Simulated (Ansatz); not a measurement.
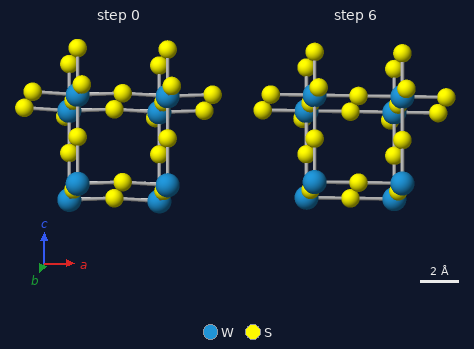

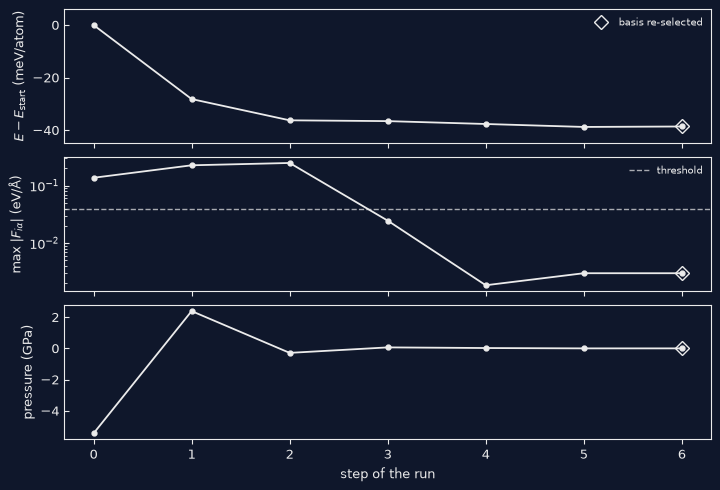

First and last geometry of a relaxation of solid WS3 (a generated structure, set up in P4mm) (coarse preliminary run), with the history of the run. A ball-and-stick model of the cell of the calculation, seen from a free direction.

All numbers below come from Ansatz, DFT PBE, scalar-relativistic, plane waves, PAW. Settings: plane-wave cutoff 420 eV; k-point mesh 4 × 4 × 4; occupations gaussian; smearing width 0.1 eV; no spin polarisation; cell and atoms relaxed; force threshold 0.04 eV/Å; at most 70 steps.

### Did the run converge, and what did it change?

It converged. The atom that moves furthest relative to the cell is the W atom (0.093 Å along +c). Largest moves by element: W 0.093 Å, S 0.032 Å. Cell: a = b = c 4.800 → 4.681 Å (−2.5 %). Volume −7.3 %. Among the contacts that change: S–W 2.530 → 2.343 Å, S–W 2.270 → 2.339 Å, S–W 2.404 → 2.340 Å. Among the angles between lasting bonds that change: S–W–S 173.8° → 179.9°, W–S–W 173.8° → 179.9°, S–W–S 93.1° → 90.1°. The space group (tolerance 0.01 Å) goes from P4mm (No. 99) to Pm-3m (No. 221). The energy falls by 38.6 meV per atom in 5 accepted moves (6 points after the start). Largest force component: 0.14 eV/Å at the start, 0.003 eV/Å at the end. Pressure: −5.44 GPa at the start and 0.00 GPa at the end. At 1 point the geometry stayed and the basis and grid were re-selected for the new cell (energy shift of 0.2 meV per atom at most each time).

```tsv
step	E − E(0), meV/atom	largest force component, eV/Å	pressure, GPa	volume, Å³/atom	note
0	0.00	0.1375	-5.44	27.648	
1	-28.15	0.2266	2.39	25.073	
2	-36.25	0.2487	-0.29	25.840	
3	-36.55	0.0247	0.06	25.662	
4	-37.64	0.0019	0.02	25.642	
5	-38.77	0.0030	0.00	25.642	
6	-38.59	0.0030	0.00	25.642	same geometry, new basis
```
